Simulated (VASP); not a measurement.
Band structure of AgI (zinc blende). Computed with vdW-DF-cx, VASP's PBE PAW potentials (set 64) (plane waves; VASP).

Unless said otherwise, spin-orbit coupling is left out, though it shifts the bands of the heavy elements here.

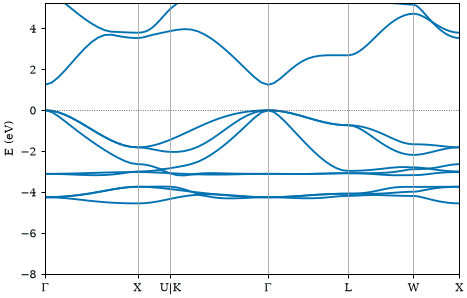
Bands along high-symmetry lines, zero at the valence-band maximum or, without a gap, the Fermi level

**Question.** Read the plot: is there a gap, and where are the band edges?

**Answer.** The gap is direct, 1.25 eV, from the valence maximum at Γ to the conduction minimum at Γ. (Edges off the drawn lines would not show.)

The compound is AgI in the zinc blende structure, whereas wurtzite is the usual form. It was relaxed first.
